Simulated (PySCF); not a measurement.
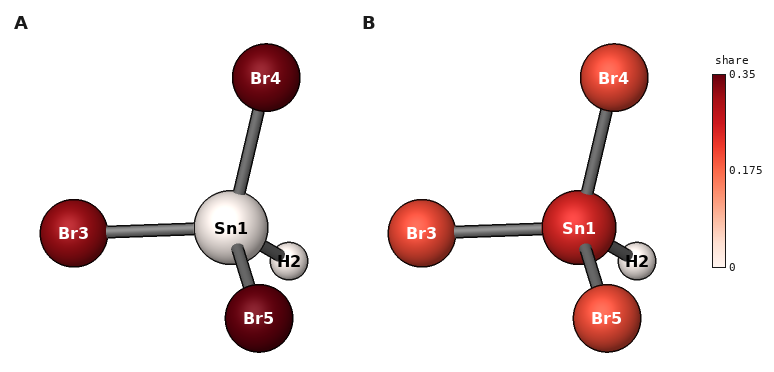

Each panel colours the atoms by their Löwdin share in one orbital (up to four of the largest shares; other atoms are shown as zero). Computed geometry: PBE0-D3(BJ)/def2-SVP optimisation. No frequency run is at hand to confirm it as a minimum. Level of theory: ωB97X-D/def2-SVPD, core potentials on Sn (PySCF 2.14.0).

The panels show the HOMO, LUMO, in some order. Which is which?

Answer. A: HOMO, −10.53 eV; Br5 0.35, Br4 0.34, Br3 0.31
B: LUMO, −1.19 eV; Sn1 0.25, Br4 0.20, Br3 0.20, Br5 0.20
